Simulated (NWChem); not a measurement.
**BPH6 (SMILES [BH3-][PH3+]) at PBE0/pcseg-0**

What is the vertical ionisation energy of BPH6 at PBE0/pcseg-0? 

The results are computed with NWChem 7.3.0.

## 1. The structure to begin with

BPH6: 8 atoms, total charge 0, spin state singlet. SMILES: `[BH3-][PH3+]`. Geometry: relaxed at PBE0-D4/def2-TZVP.

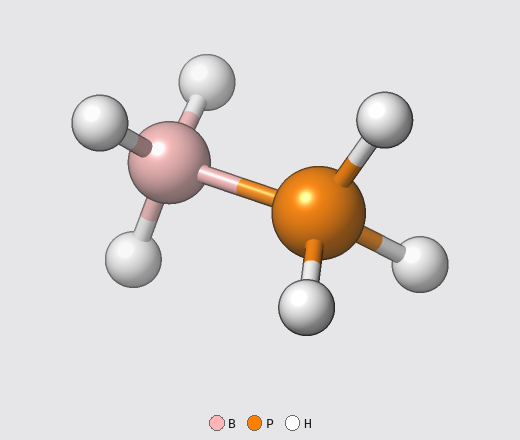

The structure, seen from a chosen angle (boron pink, phosphorus orange, hydrogen white).

## 2. The energy at PBE0/pcseg-0

bh6p.nw

```
START bh6p
TITLE "BH6P energy"
memory stack 880 mb heap 220 mb global 1100 mb

GEOMETRY units angstroms noautosym nocenter noautoz
  B     -0.556100     0.227200    -0.914000
  P      0.433900    -0.181600     0.667700
  H     -1.693400     0.343100    -0.520100
  H     -0.367800    -0.730200    -1.628000
  H     -0.055500     1.254200    -1.309900
  H      0.418800     0.755700     1.718800
  H      1.823100    -0.380300     0.547100
  H      0.089200    -1.345200     1.382600
END

BASIS spherical bse
  * library pcseg-0
END

DFT
  xc pbe0
  grid fine
  convergence energy 1e-08
  maxiter 100
  mulliken
  noprint "final vectors analysis"
END

TASK dft energy
```

Launch:

```console
$ nwchem bh6p.nw > bh6p.out
```

The log of the run:

```text
[...]
          Wavefunction type:  closed shell.
          No. of atoms     :     8
          No. of electrons :    26
[...]
          Charge           :     0
          Spin multiplicity:     1
[...]
          AO basis - number of functions:    34
[...]
              XC Information
              --------------
                         PBE0 Method XC Functional
                     Hartree-Fock (Exact) Exchange  0.250
          PerdewBurkeErnzerhof Exchange Functional  0.750
            Perdew 1991 LDA Correlation Functional  1.000 local
           PerdewBurkeErnz. Correlation Functional  1.000 non-local
[...]
 d= 0,ls=0.0,diis     1   -369.0458215912 -4.29D+02  3.79D-02  2.33D-01     0.4
[...]
 d= 0,ls=0.0,diis     8   -369.0890971327 -7.66D-11  4.34D-07  9.96D-11     2.2
         Total DFT energy =     -369.089097132667
      One electron energy =     -625.070877038503
           Coulomb energy =      225.679158508088
    Exchange-Corr. energy =      -29.241900071447
 Nuclear repulsion energy =       59.544521469194
[...]
      Total Density - Mulliken Population Analysis
     ---------------------------------------------
    Atom       Charge   Shell Charges
 -----------   ------   -------------------------------------------------------
    1 B    5     5.48   1.98  0.72  0.47  1.24  1.08
    2 P   15    15.15   2.00  2.00  1.05  0.61  5.85  1.34  2.31
    3 H    1     0.93   0.57  0.36
    4 H    1     0.93   0.57  0.36
    5 H    1     0.93   0.57  0.36
    6 H    1     0.86   0.57  0.29
    7 H    1     0.86   0.57  0.29
    8 H    1     0.86   0.57  0.29
[...]
```

Run time: 2.8 s. Hardware: 1 thread of Intel Xeon 6975P-C (Granite Rapids), shared host; peak memory 0.11 GiB.

## 3. The doublet cation

run.nw

```
start run
title "BH6P"
memory stack 880 mb heap 220 mb global 1100 mb
charge 1

geometry units angstroms noautosym nocenter noautoz
  B     -0.556100     0.227200    -0.914000
  P      0.433900    -0.181600     0.667700
  H     -1.693400     0.343100    -0.520100
  H     -0.367800    -0.730200    -1.628000
  H     -0.055500     1.254200    -1.309900
  H      0.418800     0.755700     1.718800
  H      1.823100    -0.380300     0.547100
  H      0.089200    -1.345200     1.382600
end

basis spherical bse
  B library pcseg-0
  P library pcseg-0
  H library pcseg-0
end

dft
  xc pbe0
  mult 2
  grid fine
  convergence energy 1e-08
  maxiter 100
  mulliken
  noprint "final vectors analysis"
end

task dft energy
```

Launch:

```console
$ nwchem run.nw > run.out
```

The log of the run:

```text
[...]
          Wavefunction type:  spin polarized.
          No. of atoms     :     8
          No. of electrons :    25
[...]
          Charge           :     1
          Spin multiplicity:     2
[...]
          AO basis - number of functions:    34
[...]
              XC Information
              --------------
                         PBE0 Method XC Functional
                     Hartree-Fock (Exact) Exchange  0.250
          PerdewBurkeErnzerhof Exchange Functional  0.750
            Perdew 1991 LDA Correlation Functional  1.000 local
           PerdewBurkeErnz. Correlation Functional  1.000 non-local
[...]
 d= 0,ls=0.0,diis     1   -368.5877252154 -4.28D+02  1.98D-02  2.77D-01     0.5
[...]
 d= 0,ls=0.0,diis    22   -368.6830228910 -2.42D-10  2.49D-07  1.08D-12     9.6
[...]
         Total DFT energy =     -368.683022891005
      One electron energy =     -618.766990182452
           Coulomb energy =      219.463235565916
    Exchange-Corr. energy =      -28.923789743663
 Nuclear repulsion energy =       59.544521469194
[...]
      Total Density - Mulliken Population Analysis
     ---------------------------------------------
    Atom       Charge   Shell Charges
 -----------   ------   -------------------------------------------------------
    1 B    5     5.43   1.98  0.83  0.47  1.22  0.94
    2 P   15    15.20   2.00  2.00  1.04  0.60  5.85  1.38  2.32
    3 H    1     0.74   0.54  0.20
    4 H    1     0.74   0.54  0.20
    5 H    1     0.68   0.49  0.19
    6 H    1     0.74   0.54  0.20
    7 H    1     0.74   0.54  0.20
    8 H    1     0.72   0.54  0.19
[...]
      <S2> =      0.7555 (Exact =     0.7500)
[...]
```

Wall time 10 s (1 thread of Intel Xeon 6975P-C (Granite Rapids), shared host); peak memory 0.11 GiB.

## 4. Outcome

Level: PBE0/pcseg-0.

```
                                          quantity          value
                        singlet BPH6: total energy  -369.08910 Eh
                       singlet BPH6: dipole moment         4.85 D
                      doublet cation: total energy  -368.68302 Eh
                              doublet cation: ⟨S²⟩          0.755
vertical ionisation energy (to the doublet cation)      11.050 eV
```

In words: The vertical ionisation energy comes to 11.05 eV (1066 kJ/mol).
